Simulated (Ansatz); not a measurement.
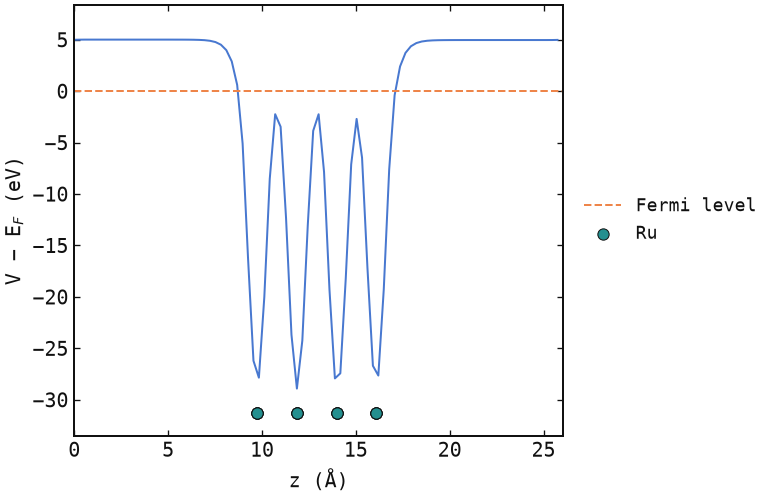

Plane-averaged electrostatic potential energy of an electron across the slab; circles at the bottom mark the heights of the atoms.

System: a (001) slab cut from Ru (P6_3/mmc), 16 atoms in the cell, the slab at its places in the relaxed adsorbed structure.

```cif
data_structure
_symmetry_space_group_name_H-M 'P 1'
_symmetry_Int_Tables_number 1
_cell_length_a 5.3952
_cell_length_b 5.3952
_cell_length_c 26.0336
_cell_angle_alpha 90.000
_cell_angle_beta 90.000
_cell_angle_gamma 120.000
_cell_volume 656.26
loop_
_atom_site_label
_atom_site_type_symbol
_atom_site_fract_x
_atom_site_fract_y
_atom_site_fract_z
_atom_site_occupancy
Ru1 Ru 0.33333 0.16667 0.30729 1
Ru2 Ru 0.33333 0.66667 0.30729 1
Ru3 Ru 0.83333 0.16667 0.30729 1
Ru4 Ru 0.83333 0.66667 0.30729 1
Ru5 Ru 0.16667 0.33333 0.38922 1
Ru6 Ru 0.16667 0.83333 0.38922 1
Ru7 Ru 0.66667 0.33333 0.38922 1
Ru8 Ru 0.66667 0.83333 0.38922 1
Ru9 Ru 0.33361 0.16632 0.47179 1
Ru10 Ru 0.33361 0.66719 0.47178 1
Ru11 Ru 0.83267 0.16622 0.47176 1
Ru12 Ru 0.83329 0.66662 0.47137 1
Ru13 Ru 0.16682 0.33325 0.55135 1
Ru14 Ru 0.16650 0.83326 0.55098 1
Ru15 Ru 0.66659 0.33366 0.55097 1
Ru16 Ru 0.66669 0.83270 0.55100 1
```

Level of theory: DFT PBE+D3(BJ), scalar-relativistic, plane waves, PAW, no spin polarisation, 4×4×1 k mesh, 420 eV cutoff; code Ansatz 0.2.0.

### What is the work function?

The work function is 4.96 eV, the same on both faces. The two vacuum levels agree, so the slab has no net dipole along its normal.

### How thick are slab and vacuum?

The outermost atoms are 6.4 Å apart, which leaves 19.7 Å of vacuum in a cell 26.0 Å high.

The atoms aren't at rest in this cell (largest force 0.6 eV/Å), so the relaxed material can differ.
